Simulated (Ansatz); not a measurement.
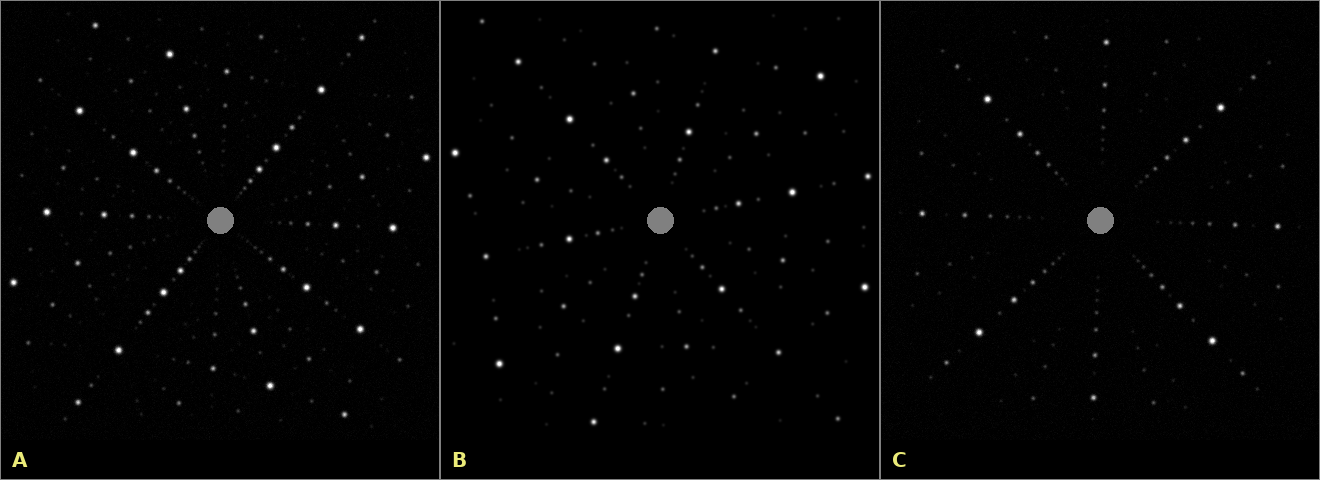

Simulated back-reflection Laue patterns (white X-rays, 0.45 to 2.2 Å, flat plate covering ±45° about the beam, kinematic intensities, seen from the source). Crystal: TaBi, space group Fm-3m (No. 225), a = 5.84 Å. Structure: the geometry relaxed with DFT PBE, scalar-relativistic, plane waves, PAW in Ansatz 0.2.0; the starting structure was generated, so it need not be a known form of this composition.

The directions [001], [110], [111] point towards the source, in some order. Which is which?

A: [110], symmetry 2mm (a twofold axis with two mirror lines). B: [111], symmetry 3m (a threefold axis with three mirror lines). C: [001], symmetry 4mm (a fourfold axis with mirror lines). The Laue class is m-3m.
